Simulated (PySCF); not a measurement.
SMILES s1cc(Oc2cccs2)cc1 at its GFN2-xTB optimised geometry (Å):

```
17

C     -0.3837    -2.8596     0.0000
C      0.9697    -2.8596     0.0000
S      1.6231    -1.2630     0.0000
C      0.0136    -0.5888     0.0250
O     -0.2269     0.7370    -0.0488
C      0.6661     1.6103     0.5138
C      1.4002     1.3939     1.7118
C      2.1598     2.4668     2.0394
S      1.9919     3.7549     0.9159
C      0.8904     2.8409    -0.0285
C     -0.9397    -1.5594     0.0158
H     -0.9787    -3.7549    -0.0011
H      1.6430    -3.6928     0.0023
H      1.3471     0.4909     2.2923
H      2.8068     2.5839     2.8851
H      0.4549     3.2536    -0.9148
H     -1.9919    -1.3456     0.0216
```

Method: PBE0/def2-SVP run with PySCF. Cells within 0.4 Å of a nucleus heavier than hydrogen are left out (blank, or x).

Map of the electron localisation function on the plane z = 1.0 Å:

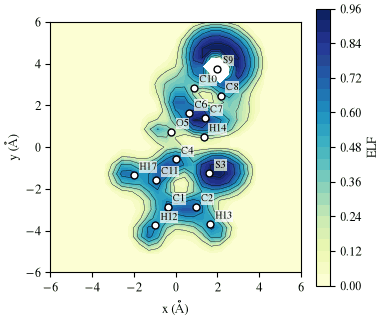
Figure: Electron localisation function on the plane z = 1.0 Å.
